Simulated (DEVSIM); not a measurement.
System: abrupt GaAs n-p junction, at 400 K.

| layer (left to right) | material | thickness (μm) | Nd (cm⁻³) | Na (cm⁻³) | τn (s) | τp (s) |
|---|---|---|---|---|---|---|
| 1 | GaAs | 52.0 | 1e15 | - | 4.1e-8 | 1.2e-7 |
| 2 | GaAs | 7.70 | - | 1.5e17 | 4.1e-8 | 4.1e-8 |

Left contact: ohmic. Right contact: ohmic. Voltage is applied to the left contact. Recombination: SRH at mid-gap, radiative. Mobility is μmin + (μ − μmin)/(1 + (N/Nref)^α).

The device is made up for the run: typed textbook-type constants, with dimensions and the other settings drawn at random. Values at 300 K; Nc and Nv go as T^1.5, mobilities as T to minus their exponent, the gap by Varshni's rule with the affinity fixed.

```csv
parameter,GaAs
gap (eV),1.424
affinity (eV),4.07
permittivity,12.9
Nc (cm⁻³),4.7e17
Nv (cm⁻³),9e18
μn (cm²/Vs),8500
μp (cm²/Vs),400
"μn,min",500
"μp,min",20
"Nref,n",6e16
"Nref,p",1.5e17
αn,0.39
αp,0.38
T exponent of μn,2.1
T exponent of μp,2.2
B (cm³/s),2e-10
Varshni α (eV/K),0.000541
Varshni β (K),204
```

Simulated with DEVSIM: 1D drift-diffusion, Boltzmann statistics, complete ionisation; no tunnelling, impact ionisation, image-force lowering or self-heating.

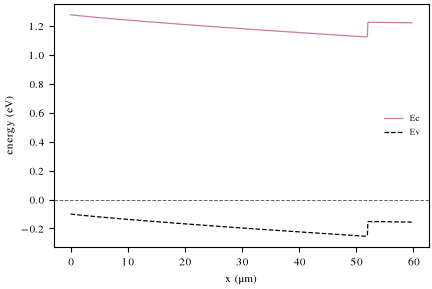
*Band edges at -1.05 V on the left contact*

Energies count from the Fermi level of the right contact; mesh points crowd at the junctions.

```
x (μm)   Ec (eV)  Ev (eV)  n (cm⁻³)  p (cm⁻³)  field (V/cm)
-------  -------  -------  --------  --------  ------------
0.000      1.277   -0.100    1.0e15     44000           -44
0.04534    1.277   -0.101    1.0e15    1.6e12           -44
0.1763     1.276   -0.101    1.0e15    6.3e12           -44
0.5543     1.274   -0.103    1.0e15    1.9e13           -43
2.290      1.267   -0.110    1.1e15    7.3e13           -39
6.658      1.251   -0.126    1.2e15    1.9e14           -35
19.27      1.211   -0.166    1.6e15    6.2e14           -30
43.37      1.145   -0.232    5.0e15    4.0e15           -26
49.03      1.130   -0.247    7.2e15    6.2e15           -26
50.94      1.125   -0.252    8.1e15    7.1e15           -26
51.65      1.124   -0.254    8.6e15    7.6e15           -24
51.93      1.135   -0.242    6.1e15    1.1e16          3100
51.99      1.181   -0.197    1.6e15    4.2e16         17000
52.03      1.221   -0.156    5.0e14    1.3e17          3000
52.18      1.225   -0.152    4.4e14    1.5e17           ≈ 0
52.57      1.225   -0.152    4.1e14    1.5e17           ≈ 0
53.69      1.224   -0.153    3.5e14    1.5e17           ≈ 0
56.56      1.223   -0.154    1.8e14    1.5e17           ≈ 0
58.96      1.222   -0.156    4.2e13    1.5e17           ≈ 0
59.46      1.221   -0.156    1.4e13    1.5e17           ≈ 0
59.63      1.221   -0.156    4.2e12    1.5e17           ≈ 0
59.70      1.221   -0.156       300    1.5e17           ≈ 0
```
